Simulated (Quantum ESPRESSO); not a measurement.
# Commensurate spirals of FePt (Tetraferroplatinum), part 2 of 2

Wanted: E(q) of FePt (Tetraferroplatinum) at simple fractions of a reciprocal vector.

Quantum ESPRESSO 7.5; PBE; plane waves with Ansatz NC SR PBE potentials, no spin-orbit coupling, flat spiral in a supercell.

So far: Set-up; Parallel moments, one cell; One turn in 2 cells along the input cell's a; One turn in 3 cells along the input cell's a.

### 5. One turn in 4 cells along the input cell's a

Neighbouring cells are turned by 90° in the xy plane; the cell holds 8 atoms.

pw.in reads:

```
&CONTROL
  calculation = 'scf'
  prefix = 'pwscf'
  outdir = './tmp'
  pseudo_dir = './pseudo'
  disk_io = 'nowf'
/
&SYSTEM
  ibrav = 0
  celldm(1) = 8
  nat = 8
  ntyp = 8
  ecutwfc = 76
  nbnd = 166
  occupations = 'smearing'
  smearing = 'fd'
  degauss = 0.00999582
  noncolin = .true.
  starting_magnetization(1) = 0.175
  angle1(1) = 90
  angle2(1) = 0
  starting_magnetization(2) = 0.175
  angle1(2) = 90
  angle2(2) = 90
  starting_magnetization(3) = 0.175
  angle1(3) = 90
  angle2(3) = 180
  starting_magnetization(4) = 0.175
  angle1(4) = 90
  angle2(4) = -90
  starting_magnetization(5) = 0
  starting_magnetization(6) = 0
  starting_magnetization(7) = 0
  starting_magnetization(8) = 0
/
&ELECTRONS
  conv_thr = 8d-08
  electron_maxstep = 150
  mixing_beta = 0.3
/
ATOMIC_SPECIES
Fe1    55.8450 Fe.upf
Fe2    55.8450 Fe.upf
Fe3    55.8450 Fe.upf
Fe4    55.8450 Fe.upf
Pt1   195.0840 Pt.upf
Pt2   195.0840 Pt.upf
Pt3   195.0840 Pt.upf
Pt4   195.0840 Pt.upf
CELL_PARAMETERS alat
   2.5733345502091    0.0000000000000    0.0000000000000
   0.0000000000000    0.6433336375523    0.0000000000000
   0.0000000000000    0.0000000000000    0.8787226479510
ATOMIC_POSITIONS crystal
Fe1     0.0000000000    0.0000000000    0.0000000000
Fe2     0.2500000000    0.0000000000    0.0000000000
Fe3     0.5000000000    0.0000000000    0.0000000000
Fe4     0.7500000000    0.0000000000    0.0000000000
Pt1     0.1250000000    0.5000000000    0.5000000000
Pt2     0.3750000000    0.5000000000    0.5000000000
Pt3     0.6250000000    0.5000000000    0.5000000000
Pt4     0.8750000000    0.5000000000    0.5000000000
K_POINTS automatic
3 6 6 0 0 0
```

Started as:

```
$ OMP_NUM_THREADS=1 mpirun -n 4 pw.x -nk 4 -in pw.in > pw.out
```

The program printed:

```text
     [... lines left out ...]
Program PWSCF v.7.5 starts
     [... lines left out ...]
     number of atoms/cell      =            8
     [... lines left out ...]
     number of electrons       =       136.00
     number of Kohn-Sham states=          166
     kinetic-energy cutoff     =      76.0000  Ry
     charge density cutoff     =     304.0000  Ry
     scf convergence threshold =      8.0E-08
     [... lines left out ...]
     Noncollinear calculation without spin-orbit
     [... lines left out ...]
      2 Sym. Ops. (no inversion) found
     [... lines left out ...]
     number of k points=    60  Fermi-Dirac smearing, width (Ry)=  0.0100
     [... lines left out ...]
     iteration # 26     ecut=    76.00 Ry     beta= 0.30
     [... lines left out ...]
     atom number    1 relative position :    0.0000   0.0000   0.0000
     [... lines left out ...]
     magnetization :          2.899304   -0.000016    0.000000
     [... lines left out ...]
     atom number    2 relative position :    0.6433   0.0000   0.0000
[...]
magnetization :         -0.000097    2.899383   -0.000000
[...]
atom number    3 relative position :    1.2867   0.0000   0.0000
[...]
magnetization :         -2.899457    0.000033   -0.000000
[...]
atom number    4 relative position :    1.9300   0.0000   0.0000
[...]
magnetization :         -0.000178   -2.899375   -0.000000
     [... lines left out ...]
     atom number    5 relative position :    0.3217   0.3217   0.4394
     [... lines left out ...]
     magnetization :          0.141342    0.141426   -0.000000
     [... lines left out ...]
     atom number    6 relative position :    0.9650   0.3217   0.4394
     [... lines left out ...]
     magnetization :         -0.141407    0.141390   -0.000000
     [... lines left out ...]
     atom number    7 relative position :    1.6083   0.3217   0.4394
     [... lines left out ...]
     magnetization :         -0.141369   -0.141420    0.000000
     [... lines left out ...]
     atom number    8 relative position :    2.2517   0.3217   0.4394
     [... lines left out ...]
     magnetization :          0.141411   -0.141365   -0.000000
     [... lines left out ...]
     the Fermi energy is    20.8174 ev
!    total energy              =   -2084.34033496 Ry
     estimated scf accuracy    <       0.00000004 Ry
     smearing contrib. (-TS)   =      -0.03146805 Ry
     [... lines left out ...]
     total magnetization       =    -0.00     0.00     0.00 Bohr mag/cell
     absolute magnetization    =    12.90 Bohr mag/cell
     convergence has been achieved in  26 iterations
```

Run time: 46 min. Hardware: 4 MPI ranks of Arm Neoverse V1, shared host; peak memory 4 GiB.

Numbers from this step:

* smearing term TS: 0.4281 eV
* magnetization: -0.001, 0, 0 μB
* absolute magnetization: 12.90 μB
* final state: non-collinear
* largest moment: 2.899 μB

### 6. A faulty input

As a test, an input with a fault in it is run.

pw.in reads:

```
&CONTROL
  calculation = 'scf'
  prefix = 'pwscf'
  outdir = './tmp'
  pseudo_dir = './pseudo'
  disk_io = 'nowf'
/
&SYSTEM
  ibrav = 0
  nat = 2
  ntyp = 2
  ecutwfc = 76
  nbnd = 26
  occupations = 'smearing'
  smearing = 'fd'
  degauss = 0.00999582
  starting_magnetization(1) = 0.175
  starting_magnetization(2) = 0
/
&ELECTRONS
  conv_thr = 2d-08
  electron_maxstep = 60
  mixing_beta = 0.3
/
ATOMIC_SPECIES
Fe     55.8450 Fe.upf
Pt    195.0840 Pt.upf
CELL_PARAMETERS angstrom
   2.7235000000    0.0000000000    0.0000000000
   0.0000000000    2.7235000000    0.0000000000
   0.0000000000    0.0000000000    3.7200000000
ATOMIC_POSITIONS crystal
Fe      0.0000000000    0.0000000000    0.0000000000
Pt      0.5000000000    0.5000000000    0.5000000000
K_POINTS automatic
6 6 6 0 0 0
```

The program printed:

```text
[banner, memory and clock lines left out]
Program PWSCF v.7.5 starts

     Message from routine setup:
     using ibrav=0 with symmetry is DISCOURAGED, use correct ibrav instead

     bravais-lattice index     =            0
     lattice parameter (alat)  =       5.1467  a.u.
     unit-cell volume          =     186.2063 (a.u.)^3
     number of atoms/cell      =            2
     number of atomic types    =            2
     number of electrons       =        34.00
     number of Kohn-Sham states=           26
     kinetic-energy cutoff     =      76.0000  Ry
     charge density cutoff     =     304.0000  Ry
     scf convergence threshold =      2.0E-08
     mixing beta               =       0.3000
     number of iterations used =            8  plain     mixing
     Exchange-correlation= PBE
                           (   1   4   3   4   0   0   0)

     [... lines left out ...]
     PseudoPot. # 1 for Fe read from file:
     Fe.upf
     Pseudo is Norm-conserving + core correction, Zval = 16.0
     Ansatz make-channels, of a published file: Generated using ONCVPSP code by D. R.

     PseudoPot. # 2 for Pt read from file:
     Pt.upf
     Pseudo is Norm-conserving + core correction, Zval = 18.0
     Ansatz make-channels, of a published file: Generated using ONCVPSP code by D. R.

     atomic species   valence    mass     pseudopotential
     Fe               16.00    55.84500     Fe( 1.00)
     Pt               18.00   195.08400     Pt( 1.00)

     16 Sym. Ops., with inversion, found

   Cartesian axes

     site n.     atom                  positions (alat units)
         1        Fe     tau(   1) = (   0.0000000   0.0000000   0.0000000  )
         2        Pt     tau(   2) = (   0.5000000   0.5000000   0.6829447  )

     number of k points=    40  Fermi-Dirac smearing, width (Ry)=  0.0100

     Dense  grid:    16639 G-vectors     FFT dimensions: (  30,  30,  40)

     Initial potential from superposition of free atoms

     starting charge      33.9995, renormalised to      34.0000
     Starting wfcs are   20 randomized atomic wfcs +    6 random wfcs

     Self-consistent Calculation

     iteration #  1     ecut=    76.00 Ry     beta= 0.30
     Davidson diagonalization with overlap
     ethr =  1.00E-02,  avg # of iterations =  4.0

     total energy              =    -519.38825240 Ry
     estimated scf accuracy    <       3.97642818 Ry

     [... further iterations left out ...]

     iteration # 13     ecut=    76.00 Ry     beta= 0.30
     Davidson diagonalization with overlap
     ethr =  1.48E-10,  avg # of iterations =  1.2

     End of self-consistent calculation

     [... lines left out ...]
     the Fermi energy is    20.5307 ev

!    total energy              =    -521.03811253 Ry
     estimated scf accuracy    <          2.5E-10 Ry
     smearing contrib. (-TS)   =      -0.02032957 Ry
     internal energy E=F+TS    =    -521.01778297 Ry

     The total energy is F=E-TS. E is the sum of the following terms:
     one-electron contribution =    -160.27013699 Ry
     hartree contribution      =     102.39802120 Ry
     xc contribution           =     -94.16965147 Ry
     ewald contribution        =    -368.97601571 Ry

     convergence has been achieved in  13 iterations
```

It took 8.9 s on 4 MPI ranks; peak memory 0.24 GiB; 35 s of CPU time.

Convergence was reached, yet the input spoils the result.

The fault in the input: starting_magnetization without nspin.

### 7. E(q)

Spirals:

```
q along the reciprocal vector  energy less that at q = 0 (meV a seeded atom)  largest site moment (μB)  typed angles kept  CPU time (s)
                            0                                              0                     2.947                yes         497.1
                         0.25                                          16.99                     2.899                yes         11131
                       0.3333                                           6.79                     2.888                yes          5637
                          0.5                                         0.5931                     2.887                yes          1380
```

Table of energy less that at q = 0, self-consistent by path:

```
path (Å⁻¹)  energy less that at q = 0, self-consistent (meV a seeded atom)
     0.000                                                               0
     0.577                                                            17.0
     0.769                                                            6.79
     1.154                                                           0.593
```

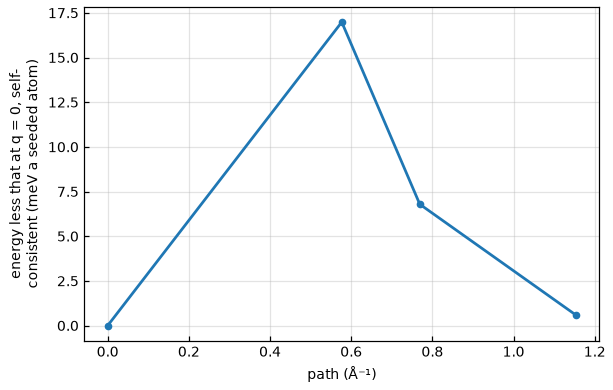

Energy less that at q = 0, self-consistent against path.

### 8. What came out

```json
{
 "lowest point": "q = 0 along a*, 0 meV a seeded atom",
 "highest point": "q = 0.25, 17.0 meV a seeded atom"
}
```

What this shows: No spiral that was tried lies under the parallel state. The moment changes by 2.0 % between the spirals. The cell of 4 repeats took 22 times the CPU time of the single cell, though its mesh is shorter in proportion. Here a and a* are vectors of the cell in the input, which need not be the conventional cell, and only this direction was probed. The mesh is coarse, so differences of some ten meV can be noise in a metal. This program evaluates a GGA otherwise when all starting moments share an axis than when they do not, so collinear and canted runs are not quite comparable. Energies are free energies at an electronic temperature of 1580 K, which lowers moments and differences where the moments are itinerant. The cutoff lies under the 90 Ry that these files are usually run at.

[Logs and program files are shortened in this print: banners, set-up blocks, solver, clock and traceback lines can be left out without a mark of their own.]

[Logs are printed without paths, hosts, clocks, repeated set-up lines and the standing remarks that a program may print on its own settings, such as how far it seeks lower states.]

[Hosts, paths, dates, database ids (printed as entryN), source tags and the programs' standing remarks are cut or masked in the printed files.]

[Where a cell is said to come from a database of computed structures, the database is the Materials Project.]
